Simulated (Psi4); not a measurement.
Coordinates of CHNO (ynol-type tautomer), SMILES N#CO (Å):

```xyz
4

N     -1.3671    -0.1617     0.8979
C     -0.4275     0.0625     0.2215
O      0.5740     0.4052    -0.5539
H      1.2479    -0.3121    -0.5787
```

Unscaled harmonic wavenumbers and double-harmonic intensities, BP86/6-31+G(d) in Psi4 1.11, at a geometry relaxed at this level, isolated molecule. Lorentzian lines of 24 cm⁻¹ full width. Close modes add up in the curve.

> Predict the infrared spectrum.

The most intense lines lie at 3566.6 cm⁻¹ (118.9 km/mol), 2281.4 cm⁻¹ (117.4 km/mol) and 1195.9 cm⁻¹ (89.5 km/mol). It has no imaginary mode, so it is a minimum.

| cm⁻¹ | km/mol |
| --- | --- |
| 423.4 | 14.2 |
| 480.1 | 0.2 |
| 1061.8 | 73.7 |
| 1195.9 | 89.5 |
| 2281.4 | 117.4 |
| 3566.6 | 118.9 |

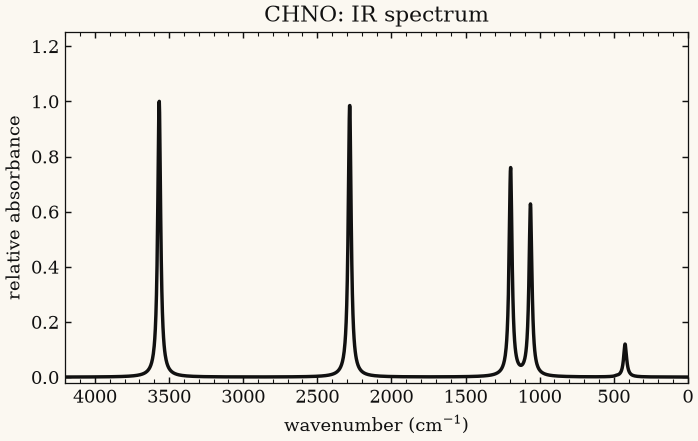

Known limits of this run: double-zeta basis.
